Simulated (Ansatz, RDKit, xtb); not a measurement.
# C4H9BSSi: ranking a sample of isomers, part 2 of 2

Which of a sample of isomers of C4H9BSSi is the most stable in the gas at 298.15 K, and what are its properties? The sample is small against all isomers, and the most stable one of this formula need not be in it.

xtb, Ansatz and PySCF; isolated molecules. Earlier steps stand in the parts before.

## (7) Are they minima? Harmonic frequencies

The lowest few in one piece go on as finalists. In this search the thermal terms come from GFN2-xTB at its own nearest minimum. The first, c529a:

The input, start.xyz:

```xyz
16
c529a
C      0.504388     0.342605    -1.041529
C     -0.203283    -0.660887    -0.452799
C     -0.736935    -0.655962     0.950413
C     -1.709534     0.517859     1.223551
B      1.055504     0.165328    -2.469449
S      0.933592     1.859589    -0.155316
Si    -0.887783     2.212306     0.975888
H      0.769860    -0.841714    -3.073284
H      1.769100     0.989162    -2.983216
H     -0.399975    -1.544946    -1.069692
H     -1.228788    -1.615941     1.170453
H      0.123393    -0.570286     1.643449
H     -2.581940     0.445077     0.552819
H     -2.097452     0.450399     2.254145
H     -1.812090     3.143489     0.264680
H     -0.479701     2.851839     2.259643
```

On the command line:

```sh
$ xtb start.xyz --gfn 2 --ohess tight
```

Standard output, shortened:

```text
* xtb version 6.7.1
[...]
          :  # basis functions                  49          :
[...]
          :  # electrons                        38          :
[...]
          :  Hamiltonian                  GFN2-xTB          :
[...]
          :  net charge                          0          :
          :  unpaired electrons                  0          :
[...]
   *** convergence criteria satisfied after 15 iterations ***
[...]
   *** GEOMETRY OPTIMIZATION CONVERGED AFTER 17 ITERATIONS ***
[...]
   *** convergence criteria satisfied after 3 iterations ***
[...]
         ::                     SUMMARY                     ::
         :::::::::::::::::::::::::::::::::::::::::::::::::::::
         :: total energy             -19.350841724058 Eh    ::
         :: gradient norm              0.000188378970 Eh/a0 ::
         :: HOMO-LUMO gap              2.104140484091 eV    ::
         ::.................................................::
         :: SCC energy               -19.597219910716 Eh    ::
         :: -> isotropic ES            0.038559877598 Eh    ::
         :: -> anisotropic ES          0.006428604531 Eh    ::
         :: -> anisotropic XC          0.007176575353 Eh    ::
         :: -> dispersion             -0.013910485993 Eh    ::
         :: repulsion energy           0.246378186657 Eh    ::
         :: add. restraining           0.000000000000 Eh    ::
         :: total charge              -0.000000000000 e     ::
         :::::::::::::::::::::::::::::::::::::::::::::::::::::
[...]
        19        2.0000           -0.3596017              -9.7853 (HOMO)
        20                         -0.2822760              -7.6811 (LUMO)
[...]
molecular dipole:
                 x           y           z       tot (Debye)
 q only:       -0.824      -0.022       0.413
   full:       -1.191      -0.476       0.488       3.487
molecular quadrupole (traceless):
[...]
          | TOTAL ENERGY              -19.350841724057 Eh   |
          | TOTAL ENTHALPY            -19.225126153173 Eh   |
          | TOTAL FREE ENERGY         -19.268326815227 Eh   |
          | GRADIENT NORM               0.000188402271 Eh/α |
[...]
```

Wall time 0.34 s (4 threads of Arm Neoverse V1, shared host).

## (8) Thermal terms of the finalists

As xtb prints them, at 298.15 K, with its own treatment of low modes:

```
label               SMILES     spin  lowest mode (cm⁻¹)  zero-point (kcal/mol)  G − E (kcal/mol)
c529a      BC1=CCC[SiH2]S1  singlet                  51                   72.7              51.8
c797a  BC#C[C@H](C)S[SiH3]  singlet                  25                   68.9              45.7
c815b        C#CCBCS[SiH3]  singlet                  71                   70.0              48.2
```

## (9) Last filter: a higher level

Each finalist gets a single point at CCSD(T)/def2-SVP + MP2/def2-TZVPP - MP2/def2-SVP.

c529a, CCSD(T)/def2-SVP:

The input, input.yaml:

```yaml
crystal:
  periodic: [false, false, false]
  atoms:
    - {symbol: C, position_ang: [0.504388, 0.342605, -1.041529]}
    - {symbol: C, position_ang: [-0.203283, -0.660887, -0.452799]}
    - {symbol: C, position_ang: [-0.736935, -0.655962, 0.950413]}
    - {symbol: C, position_ang: [-1.709534, 0.517859, 1.223551]}
    - {symbol: B, position_ang: [1.055504, 0.165328, -2.469449]}
    - {symbol: S, position_ang: [0.933592, 1.859589, -0.155316]}
    - {symbol: Si, position_ang: [-0.887783, 2.212306, 0.975888]}
    - {symbol: H, position_ang: [0.769860, -0.841714, -3.073284]}
    - {symbol: H, position_ang: [1.769100, 0.989162, -2.983216]}
    - {symbol: H, position_ang: [-0.399975, -1.544946, -1.069692]}
    - {symbol: H, position_ang: [-1.228788, -1.615941, 1.170453]}
    - {symbol: H, position_ang: [0.123393, -0.570286, 1.643449]}
    - {symbol: H, position_ang: [-2.581940, 0.445077, 0.552819]}
    - {symbol: H, position_ang: [-2.097452, 0.450399, 2.254145]}
    - {symbol: H, position_ang: [-1.812090, 3.143489, 0.264680]}
    - {symbol: H, position_ang: [-0.479701, 2.851839, 2.259643]}
basis:
  gaussian: {orbitals: def2-SVP}
correlation: {method: ccsd_t, frozen_orbitals: {C: 1, Si: 5, S: 5, B: 1, H: 0}}
```

On the command line:

```sh
$ ansatz run input.yaml --threads 4 --pin off --max-ram 7830MiB --events-out events.jsonl --progress --plain --runs-dir runs
```

Standard output, shortened:

```text
Warning: RAYON_NUM_THREADS=4 ignored (pool sized by the plan → 4); use --threads N
Functional definition: HF
  name "HF"
[...]
1520 factors; integrals over basis functions are off by at most 1.4e-3 eV
[...]
mean field -23606.05763584 eV, -867.5066173564 hartree, gradient 5.2e-6 eV, S^2 0.000000; 0 other end points of the search recorded, 0 dependent functions left out; unrestricted orbitals would lower it
15 core orbitals not correlated: weight in the atoms' cores, before any rotation towards them, 1.000 or more for the frozen orbitals, at most 0.000 for the correlated occupied ones
reference -23606.05763584 eV, -867.5066173564 hartree; 19, 19 occupied and 117, 117 virtual orbitals, 1520 factors
second order -23.10719140 eV of doubles, -0.00000000 eV of singles
cycle   1  -24.38051824 eV  change    -1.3e0 eV  update   1.2e-1
[...]
cycle  10  -25.24836073 eV  change    3.0e-5 eV  update   2.7e-5
perturbative correction -0.94536724 eV, -0.0347416053 hartree
Total energy: -23632.25136380 eV, -868.4692191044 hartree
```

Run time: 32 s. Hardware: 4 threads of Arm Neoverse V1, shared host; peak memory 1.3 GiB.

## (10) c529a at MP2/def2-TZVPP

Edit input.yaml of step 9 so:

```diff
@@ -20,3 +20,4 @@
 basis:
-  gaussian: {orbitals: def2-SVP}
-correlation: {method: ccsd_t, frozen_orbitals: {C: 1, Si: 5, S: 5, B: 1, H: 0}}
+  gaussian: {orbitals: def2-TZVPP}
+magnetization: {spin_polarized: false}
+correlation: {method: mp2, frozen_orbitals: {C: 1, Si: 5, S: 5, B: 1, H: 0}}
```

On the command line:

```sh
$ ansatz run input.yaml --threads 4 --pin off --max-ram 7830MiB --events-out events.jsonl --progress --plain --runs-dir runs
```

Standard output:

```text
Warning: RAYON_NUM_THREADS=4 ignored (pool sized by the plan → 4); use --threads N
Functional definition: HF
  name "HF"
  exchange = exact_x
  correlation = 0
2134 factors; integrals over basis functions are off by at most 9.4e-4 eV
mean field evaluation 1: about -23613.0985 eV, gradient 3.6e1 eV
mean field evaluation 2: about -23613.4941 eV, gradient 3.6e1 eV
mean field evaluation 4: about -23617.8381 eV, gradient 5.7e0 eV
mean field evaluation 8: about -23617.9604 eV, gradient 3.9e-1 eV
mean field evaluation 16: about -23617.9617 eV, gradient 1.7e-6 eV
mean field -23617.96169810 eV, -867.9440835759 hartree, gradient 1.7e-6 eV, S^2 0.000000; 0 other end points of the search recorded, 0 dependent functions left out; unrestricted orbitals would lower it
15 core orbitals not correlated: weight in the atoms' cores, before any rotation towards them, 1.000 or more for the frozen orbitals, at most 0.000 for the correlated occupied ones
reference -23617.96169810 eV, -867.9440835759 hartree; 19, 19 occupied and 331, 331 virtual orbitals, 2134 factors
second order -28.64497495 eV of doubles, -0.00000000 eV of singles
Total energy: -23646.60667306 eV, -868.9967669891 hartree
```

It took 14 s on 4 threads of Arm Neoverse V1, shared host; peak memory 1.4 GiB.

## (11) c797a at CCSD(T)/def2-SVP

The input, input.yaml:

```yaml
crystal:
  periodic: [false, false, false]
  atoms:
    - {symbol: C, position_ang: [0.902004, -0.632264, -2.198173]}
    - {symbol: C, position_ang: [0.502441, -0.640040, -1.038805]}
    - {symbol: C, position_ang: [0.036381, -0.640015, 0.339749]}
    - {symbol: C, position_ang: [-0.380069, -2.024279, 0.854319]}
    - {symbol: B, position_ang: [1.396892, -0.624661, -3.617582]}
    - {symbol: S, position_ang: [-1.436620, 0.510725, 0.527578]}
    - {symbol: Si, position_ang: [-0.585908, 2.427862, -0.009621]}
    - {symbol: H, position_ang: [1.883175, 0.374857, -4.086801]}
    - {symbol: H, position_ang: [1.314178, -1.619006, -4.295722]}
    - {symbol: H, position_ang: [0.835863, -0.234252, 0.982770]}
    - {symbol: H, position_ang: [-1.206220, -2.431566, 0.252887]}
    - {symbol: H, position_ang: [0.472049, -2.718416, 0.788264]}
    - {symbol: H, position_ang: [-0.703316, -1.959877, 1.903898]}
    - {symbol: H, position_ang: [-0.345506, 2.574463, -1.471184]}
    - {symbol: H, position_ang: [-1.610092, 3.412977, 0.433718]}
    - {symbol: H, position_ang: [0.695439, 2.645128, 0.723394]}
basis:
  gaussian:
    orbitals: def2-SVP
total_charge: 0
correlation:
  method: ccsd_t
  frozen_orbitals: {C: 1, Si: 5, S: 5, B: 1, H: 0}
```

On the command line:

```sh
$ ansatz run input.yaml --threads 4 --pin off --max-ram 7830MiB --events-out events.jsonl --progress --plain --runs-dir runs
```

Standard output, shortened:

```text
Warning: RAYON_NUM_THREADS=4 ignored (pool sized by the plan → 4); use --threads N
Functional definition: HF
  name "HF"
[...]
1520 factors; integrals over basis functions are off by at most 1.2e-3 eV
[...]
mean field -23604.77139992 eV, -867.4593490584 hartree, gradient 7.4e-6 eV, S^2 0.000000; 0 other end points of the search recorded, 0 dependent functions left out
15 core orbitals not correlated: weight in the atoms' cores, before any rotation towards them, 1.000 or more for the frozen orbitals, at most 0.000 for the correlated occupied ones
reference -23604.77139992 eV, -867.4593490584 hartree; 19, 19 occupied and 117, 117 virtual orbitals, 1520 factors
second order -22.98506152 eV of doubles, -0.00000000 eV of singles
cycle   1  -24.16009738 eV  change    -1.2e0 eV  update   1.3e-1
[...]
cycle  10  -25.11982723 eV  change    2.6e-5 eV  update   2.1e-5
perturbative correction -0.93660952 eV, -0.0344197648 hartree
Total energy: -23630.82783666 eV, -868.4169054470 hartree
```

It took 32 s on 4 threads of Arm Neoverse V1, shared host; peak memory 1.3 GiB.

For c529a the log finds that unrestricted Hartree-Fock orbitals lie lower, a sign to watch the closed-shell reference there.

## (12) The ranking

Energies in kcal/mol from c529a; G adds the thermal terms to the CCSD(T)/def2-SVP + MP2/def2-TZVPP - MP2/def2-SVP energy.

```
label               SMILES     spin  B3LYP/def2-SVP  HF/def2-SVP  MP2/def2-SVP  CCSD(T)/def2-SVP + MP2/def2-TZVPP - MP2/def2-SVP     G  share at equilibrium     T1
c529a      BC1=CCC[SiH2]S1  singlet             0.0          0.0           0.0                                               0.0   0.0               100.0 %  0.012
c815b        C#CCBCS[SiH3]  singlet            31.7         31.8          31.0                                              30.3  26.8               < 0.1 %  0.012
c797a  BC#C[C@H](C)S[SiH3]  singlet            31.6         29.7          32.5                                              33.9  27.8               < 0.1 %  0.012
```

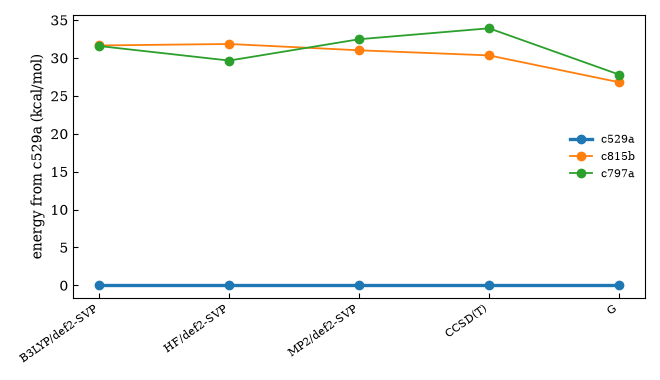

The finalists at each level, measured from c529a.

Lowest found: c529a, `BC1=CCC[SiH2]S1`, a singlet. Bond lengths: C1–C2 1.362 Å, C2–C3 1.501 Å, C3–C4 1.549 Å, C1–B5 1.541 Å, C1–S6 1.809 Å, C4–Si7 1.899 Å, S6–Si7 2.173 Å, B5–H8 1.208 Å, B5–H9 1.205 Å, C2–H10 1.096 Å, C3–H11 1.101 Å, C3–H12 1.108 Å, C4–H13 1.103 Å, C4–H14 1.103 Å, Si7–H15 1.492 Å, Si7–H16 1.491 Å. Some angles: C1–C2–C3 125.9°, C2–C1–B5 120.1°, C2–C1–S6 122.0°, B5–C1–S6 117.8°, C2–C3–C4 113.0°, C3–C4–Si7 112.4°, C1–S6–Si7 101.1°, C4–Si7–S6 106.6°, C1–C2–H10 116.4°, C3–C2–H10 117.7°.

```xyz
16

C     0.5044    0.3426   -1.0415
C    -0.2033   -0.6609   -0.4528
C    -0.7369   -0.6560    0.9504
C    -1.7095    0.5179    1.2236
B     1.0555    0.1653   -2.4694
S     0.9336    1.8596   -0.1553
Si   -0.8878    2.2123    0.9759
H     0.7699   -0.8417   -3.0733
H     1.7691    0.9892   -2.9832
H    -0.4000   -1.5449   -1.0697
H    -1.2288   -1.6159    1.1705
H     0.1234   -0.5703    1.6434
H    -2.5819    0.4451    0.5528
H    -2.0975    0.4504    2.2541
H    -1.8121    3.1435    0.2647
H    -0.4797    2.8518    2.2596
```

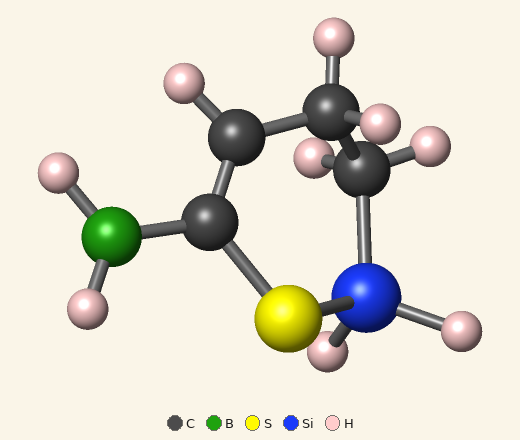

The lowest structure found, seen from a chosen angle (carbon dark grey, boron green, sulfur yellow, silicon blue, hydrogen pink).

## (13) What came out

What follows sums up all 2 parts.

| quantity | value |
| --- | --- |
| lowest structure found | BC1=CCC[SiH2]S1, singlet |
| next finalist | C#CCBCS[SiH3], singlet, 26.8 kcal/mol higher in G |
| share at equilibrium, among the finalists | 100.0 % |
| funnel | 12 starts, 10 minima at GFN2-xTB, 7 screening runs, 3 relaxed, 3 ranked |
| CPU time of all runs | 31 min |

In words: `BC1=CCC[SiH2]S1` comes out lowest. Among the finalists first place is clear (26.8 kcal/mol); structures outside the list aren't covered. B3LYP/def2-SVP, HF/def2-SVP and MP2/def2-SVP already put its bonding pattern lowest among the structures in one piece. The largest share of the time went into the relaxations (42 %). One minimum inside the window was never screened. The search is not exhaustive (a finite list of starts, one conformer a finalist), so a lower isomer can't be ruled out. Only 4 drawn patterns were tried, so whole families of isomers are missing, and the result ranks this sample alone. The lowest isomer need not be the one that is made and kept in a bottle, which depends on barriers.
